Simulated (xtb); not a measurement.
## Geometry relaxation of C$_{3}$H$_{7}$Cl$_{2}$Ga (part 1 of 4)

- system: C$_{3}$H$_{7}$Cl$_{2}$Ga (GaCl2(iPr)), SMILES C[CH](C)[Ga]([Cl])[Cl]
- method: GFN1-xTB (xtb 6.7.1)

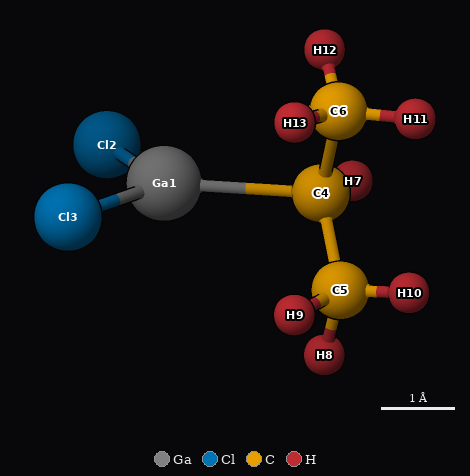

The input geometry (ball-and-stick view, seen at a tilt; atoms are numbered from 1 in the order of the input). Sticks mark near contacts. Bond lengths as drawn: Cl–Ga 2.02 to 2.06 Å, C–C 1.47 to 1.61 Å, C–Ga 2.22 Å and C–H 1.00 to 1.11 Å.

## The input (struc.tmol)
```
$coord
      2.452108619314      2.682541822951     -0.021750747694  ga
      6.329580962650      3.082143309265      0.013360363701  cl
      0.428363117930      5.908398803994     -0.113440259261  cl
      0.445484036619     -0.997643112974     -0.062757804599  c
     -1.275584031384     -0.999891887062     -2.234525553325  c
     -1.076123438929     -1.032092820226      2.572975502245  c
      1.922985304419     -2.294732227656     -0.239352710945  h
     -0.507051313760     -0.781458444316     -4.179374989006  h
     -2.572559762498      0.644113149579     -2.415391240713  h
     -2.411649582986     -2.531779472729     -2.130401643858  h
     -2.023934473997     -2.845587392984      2.462445421216  h
      0.279036959562     -1.065087438362      3.877566829642  h
     -2.309226427031      0.532524821920      2.732506181686  h
$end
```

Run on 1 thread of Intel Xeon @ 2.50GHz (Skylake/Cascade Lake), 189 GiB of memory available, shared host.

Launched with:
```bash
xtb struc.tmol --gfn1 --ohess loose --uhf 0 > xtb.out 2> xtb.err
```

## What the program printed
```
* xtb version 6.7.1
   ID    Z sym.   atoms
    1   31 ga     1
    2   17 cl     2, 3
    3    6 c      4-6
    4    1 h      7-13

           -------------------------------------------------
          |                Calculation Setup                |
           -------------------------------------------------

          program call               : xtb struc.tmol --gfn1 --ohess loose --uhf 0
          coordinate file            : struc.tmol
          omp threads                :                     1

########################################################################
[WARNING] Please study the warnings concerning your input carefully
-1- prog_main_parseArguments: The use of '--gfn1' is discouraged, please use '--gfn 1' next time
########################################################################

           -------------------------------------------------
          |                 G F N 1 - x T B                 |
           -------------------------------------------------

      * Hamiltonian:
        H0-scaling (s, p, d)           1.850000    2.250000    2.000000
        zeta-weighting                 0.000000
      * Dispersion:
        s8                             2.400000
        a1                             0.630000
        a2                             5.000000
        s9                             0.000000
      * Repulsion:
        kExp                           1.500000
        rExp                           1.000000
      * Coulomb:
        alpha                          2.000000
        third order                    atomic
        anisotropic                    false
      * Halogen bond correction:
        rad-scale                      1.300000
        damping                        0.440000

          ...................................................
          :                      SETUP                      :
          :.................................................:
          :  # basis functions                  56          :
          :  # atomic orbitals                  53          :
          :  # shells                           29          :
          :  # electrons                        36          :
          :  # halogen bonds                     0          :
          :  max. iterations                   250          :
          :  Hamiltonian                  GFN1-xTB          :
          :  restarted?                      false          :
          :  GBSA solvation                  false          :
          :  PC potential                    false          :
          :  electronic temp.          300.0000000     K    :
          :  accuracy                    1.0000000          :
          :  -> integral cutoff          0.2500000E+02      :
          :  -> integral neglect         0.1000000E-07      :
          :  -> SCF convergence          0.1000000E-05 Eh   :
          :  -> wf. convergence          0.2000000E-04 e    :
          :  Broyden damping             0.4000000          :
          :  net charge                          0          :
          :  unpaired electrons                  0          :
          ...................................................

 iter      E             dE          RMSdq      gap      omega  full diag
   1    -20.2155262 -0.202155E+02  0.728E+00    4.53       0.0  T
   2    -20.2247427 -0.921654E-02  0.449E+00    4.61       1.0  T
   3    -20.2239219  0.820867E-03  0.477E-01    4.42       1.0  T
   4    -20.2260859 -0.216407E-02  0.159E-01    4.50       1.0  T
   5    -20.2261700 -0.840694E-04  0.119E-02    4.50       2.3  T
   6    -20.2261718 -0.176620E-05  0.634E-03    4.51       4.4  T
   7    -20.2261720 -0.204158E-06  0.112E-03    4.51      24.8  T
   8    -20.2261720 -0.315006E-08  0.502E-04    4.51      55.2  T
   9    -20.2261720 -0.139305E-08  0.712E-05    4.51     389.4  T
  10    -20.2261720 -0.104663E-10  0.740E-06    4.51    3748.8  T

   *** convergence criteria satisfied after 10 iterations ***

         #    Occupation            Energy/Eh            Energy/eV
      -------------------------------------------------------------
         1        2.0000           -0.9166781             -24.9441
       ...           ...                  ...                  ...
        12        2.0000           -0.4907624             -13.3543
        13        2.0000           -0.4896843             -13.3250
        14        2.0000           -0.4860978             -13.2274
        15        2.0000           -0.4772145             -12.9857
        16        2.0000           -0.4689982             -12.7621
        17        2.0000           -0.4655229             -12.6675
        18        2.0000           -0.3980692             -10.8320 (HOMO)
        19                         -0.2324939              -6.3265 (LUMO)
        20                         -0.1663635              -4.5270
        21                         -0.1420479              -3.8653
        22                         -0.1101800              -2.9982
        23                         -0.1068308              -2.9070
       ...                                ...                  ...
        53                          0.6980736              18.9955
      -------------------------------------------------------------
                  HL-Gap            0.1655753 Eh            4.5055 eV
             Fermi-level           -0.3152816 Eh           -8.5792 eV

 SCC (total)                   0 d,  0 h,  0 min,  0.034 sec
 SCC setup                      ...        0 min,  0.000 sec (  0.557%)
 Dispersion                     ...        0 min,  0.000 sec (  0.299%)
 classical contributions        ...        0 min,  0.000 sec (  0.105%)
 integral evaluation            ...        0 min,  0.008 sec ( 24.069%)
 iterations                     ...        0 min,  0.010 sec ( 29.897%)
 molecular gradient             ...        0 min,  0.015 sec ( 43.962%)
 printout                       ...        0 min,  0.000 sec (  0.998%)

         :::::::::::::::::::::::::::::::::::::::::::::::::::::
         ::                     SUMMARY                     ::
         :::::::::::::::::::::::::::::::::::::::::::::::::::::
         :: total energy             -20.018554431980 Eh    ::
         :: gradient norm              0.223028890617 Eh/a0 ::
         :: HOMO-LUMO gap              4.505532329694 eV    ::
         ::.................................................::
         :: SCC energy               -20.226171973907 Eh    ::
         :: -> electrostatic           0.004110416016 Eh    ::
         :: repulsion energy           0.213217415483 Eh    ::
         :: dispersion energy         -0.005599873556 Eh    ::
         :: halogen bond corr.         0.000000000000 Eh    ::
         :: add. restraining           0.000000000000 Eh    ::
         :: total charge               0.000000000000 e     ::
         :::::::::::::::::::::::::::::::::::::::::::::::::::::

      -----------------------------------------------------------
     |                   =====================                   |
     |                        A N C O P T                        |
     |                   =====================                   |
     |               Approximate Normal Coordinate               |
     |                Rational Function Optimizer                |
      -----------------------------------------------------------
      -----------------------------------------------------------
     |                   =====================                   |
     |                        A N C O P T                        |
     |                   =====================                   |
     |               Approximate Normal Coordinate               |
     |                Rational Function Optimizer                |
      -----------------------------------------------------------

          ...................................................
          :                      SETUP                      :
          :.................................................:
          :   optimization level             loose          :
          :   max. optcycles                   200          :
          :   ANC micro-cycles                  20          :
          :   degrees of freedom                33          :
          :.................................................:
          :   RF solver                   davidson          :
          :   write xtbopt.log                true          :
          :   linear?                        false          :
          :   energy convergence         0.5000000E-04 Eh   :
          :   grad. convergence          0.4000000E-02 Eh/α :
          :   maxmium RF displ.          1.0000000          :
          :   Hlow (freq-cutoff)         0.1000000E-01      :
          :   Hmax (freq-cutoff)         5.0000000          :
          :   S6 in model hess.         20.0000000          :
          ...................................................

generating ANC from exact Hessian ...
Using Lindh-Hessian (1995)
 Shifting diagonal of input Hessian by    1.0243776647522785E-002
 Lowest  eigenvalues of input Hessian
    0.010000    0.000000    0.000000    0.000000    0.000000    0.000000
    0.000000    0.010685    0.012001    0.013093    0.013782    0.015302
    0.018240    0.019954    0.023661    0.048750    0.053850    0.066787
 Highest eigenvalues
    0.955898    1.146087    1.283546    1.311316    1.404867    1.464884

........................................................................
.............................. CYCLE    1 ..............................
........................................................................

 iter      E             dE          RMSdq      gap      omega  full diag
   1    -20.2261720 -0.202262E+02  0.176E-06    4.51       0.0  T
   2    -20.2261720 -0.355271E-13  0.785E-07    4.51   35344.7  T
   3    -20.2261720  0.106581E-13  0.274E-07    4.51  100000.0  T
     SCC iter.                  ...        0 min,  0.004 sec
     gradient                   ...        0 min,  0.022 sec
 * total energy  :   -20.0185544 Eh     change       -0.2344791E-12 Eh
   gradient norm :     0.2230285 Eh/α   predicted     0.0000000E+00 (-100.00%)
   displ. norm   :     0.4007343 α      lambda       -0.7353703E-01
   maximum displ.:     0.2188829 α      in ANC's #25, #23, #16, ...

........................................................................
.............................. CYCLE    2 ..............................
........................................................................

 iter      E             dE          RMSdq      gap      omega  full diag
   1    -20.2177734 -0.202178E+02  0.434E-01    4.95       0.0  T
   2    -20.2194447 -0.167131E-02  0.133E-01    5.01       1.0  T
   3    -20.2195354 -0.906212E-04  0.663E-02    5.00       1.0  T
   4    -20.2195421 -0.668950E-05  0.228E-02    5.00       1.2  T
   5    -20.2195421 -0.505513E-07  0.436E-03    5.00       6.4  T
   6    -20.2195422 -0.580884E-07  0.105E-03    5.00      26.3  T
   7    -20.2195422 -0.270593E-08  0.605E-05    5.00     458.3  T
   8    -20.2195422 -0.134612E-10  0.176E-05    5.00    1576.3  T
     SCC iter.                  ...        0 min,  0.008 sec
     gradient                   ...        0 min,  0.018 sec
 * total energy  :   -20.0621426 Eh     change       -0.4358812E-01 Eh
   gradient norm :     0.0618189 Eh/α   predicted    -0.4267308E-01 (  -2.10%)
   displ. norm   :     0.2265197 α      lambda       -0.7961704E-02
   maximum displ.:     0.0880842 α      in ANC's #16, #12, #10, ...

........................................................................
.............................. CYCLE    3 ..............................
........................................................................

 iter      E             dE          RMSdq      gap      omega  full diag
   1    -20.2166567 -0.202167E+02  0.654E-02    5.27       0.0  T
   2    -20.2166710 -0.143163E-04  0.307E-02    5.27       1.0  T
   3    -20.2166715 -0.500321E-06  0.115E-02    5.27       2.4  T
   4    -20.2166716 -0.199390E-07  0.271E-03    5.27      10.2  T
   5    -20.2166716 -0.105482E-07  0.589E-04    5.27      47.1  T
   6    -20.2166716 -0.133086E-08  0.116E-04    5.27     240.0  T
   7    -20.2166716 -0.628866E-10  0.133E-05    5.27    2082.3  T
     SCC iter.                  ...        0 min,  0.008 sec
     gradient                   ...        0 min,  0.021 sec
 * total energy  :   -20.0664095 Eh     change       -0.4266991E-02 Eh
   gradient norm :     0.0176110 Eh/α   predicted    -0.4185114E-02 (  -1.92%)
   displ. norm   :     0.1442123 α      lambda       -0.8469661E-03
   maximum displ.:     0.0991143 α      in ANC's #3, #6, #15, ...

........................................................................
.............................. CYCLE    4 ..............................
........................................................................

 iter      E             dE          RMSdq      gap      omega  full diag
   1    -20.2158830 -0.202159E+02  0.320E-02    5.13       0.0  T
   2    -20.2158911 -0.808476E-05  0.127E-02    5.13       2.2  T
   3    -20.2158914 -0.279839E-06  0.561E-03    5.13       4.9  T
   4    -20.2158914 -0.263746E-07  0.209E-03    5.13      13.2  T
   5    -20.2158914 -0.342040E-08  0.358E-04    5.13      77.5  T
   6    -20.2158914 -0.510067E-09  0.852E-05    5.13     325.3  T
   7    -20.2158914 -0.164526E-10  0.644E-06    5.13    4305.4  T
     SCC iter.                  ...        0 min,  0.008 sec
     gradient                   ...        0 min,  0.021 sec
 * total energy  :   -20.0668318 Eh     change       -0.4222511E-03 Eh
   gradient norm :     0.0066946 Eh/α   predicted    -0.4322892E-03 (   2.38%)
   displ. norm   :     0.1107968 α      lambda       -0.2240309E-03
   maximum displ.:     0.0929358 α      in ANC's #3, #8, #11, ...

........................................................................
.............................. CYCLE    5 ..............................
........................................................................
```
